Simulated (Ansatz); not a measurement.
**Computed energy against volume: C (diamond)**

C (diamond)

```xyz
2
Lattice="0.0000 1.7858 1.7858 1.7858 0.0000 1.7858 1.7858 1.7858 0.0000" Properties=species:S:1:pos:R:3 pbc="T T T"
C      1.7858     1.7858     1.7858
C      2.6787     2.6787     2.6787
```

E(V) scan at fixed shape, V₀ the volume above. Symmetry pins the atoms to their sites.

All values below come from PBE (plane waves to 420 eV, PAW, scalar-relativistic; Ansatz, a first-principles code). k mesh 16×16×16 (Γ-centred), Fermi-Dirac smearing 0.05 eV. Energies are smeared free energies. Stress and pressure are positive under compression. C was relaxed with its symmetry unable to fall. The PAW data are Ansatz's earlier set. The zero of ΔE is the relaxed starting cell.

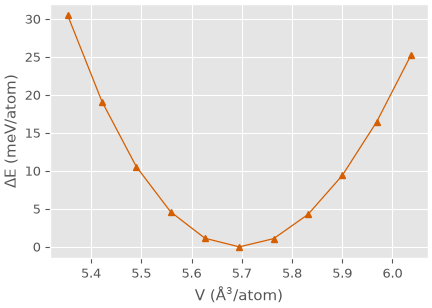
ΔE (meV/atom) against V (Å³/atom); computed points joined by lines.

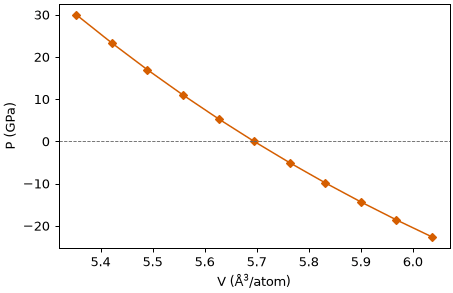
P (GPa) against V (Å³/atom); markers are the computed points, lines only join them.

The pressure derivative B₀′ (fit) is 3.7, the equilibrium volume of the fit is 5.70 Å³/atom and the energy cost of the largest compression is 30.5 meV/atom. The bulk modulus B₀ (third-order Birch-Murnaghan fit) is 433 GPa and the energy cost of the largest expansion is 25.2 meV/atom.

Check by three points about V = 5.695 Å³/atom, step 0.068: d²E/dV² ≈ (1.1 − 2·0.0 + 1.1) meV / 0.068² = 0.471 eV/Å⁶, and V·d²E/dV² × 160.2 = 430 GPa.

(Under strain, the slope of the energy per volume gives the stress and its curvature an elastic modulus.)
